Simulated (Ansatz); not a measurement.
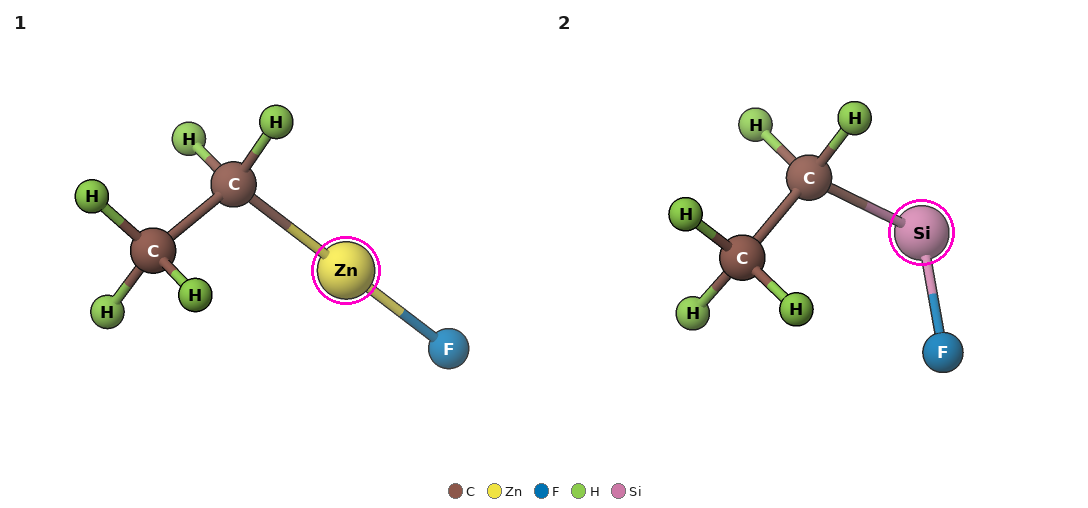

2 molecules with one skeleton, seen from the same side and at one scale; the atom that differs is circled. Each species is neutral and a spin singlet. Computed geometries: PBE0-D4/def2-TZVP optimisations, one conformation each. Properties computed with Ansatz 0.2.0.

One atom differs, called X below: Zn in panel 1, Si in panel 2. Their formulas are C2H5FZn (`C[CH2][Zn][F]`), C2H5FSi (`CC[Si]F`).

In which is the length of X–F larger (PBE0-D4/def2-TZVP)?

In panel 1 (X = Zn).

In which is the dipole moment larger (r2SCAN-D4/def2-TZVPP)?

In panel 1 (X = Zn).

Give the values. With PBE0-D4/def2-TZVP: length of X–C (Å), length of X–F (Å), angle C–X–F (°). With r2SCAN-D4/def2-TZVPP: dipole moment (D), HOMO energy (Kohn–Sham orbital) (eV), HOMO–LUMO gap (eV).

| quantity | 1 (Zn) | 2 (Si) | 2 − 1 |
| --- | --- | --- | --- |
| length of X–C (Å) | 1.928 | 1.891 | −0.037 |
| length of X–F (Å) | 1.757 | 1.621 | −0.136 |
| angle C–X–F (°) | 179.9 | 100.1 | −79.8 |
| dipole moment (D) | 3.01 | 1.66 | −1.35 |
| HOMO energy (Kohn–Sham orbital) (eV) | −7.14 | −5.55 | +1.59 |
| HOMO–LUMO gap (eV) | 6.15 | 2.81 | −3.34 |
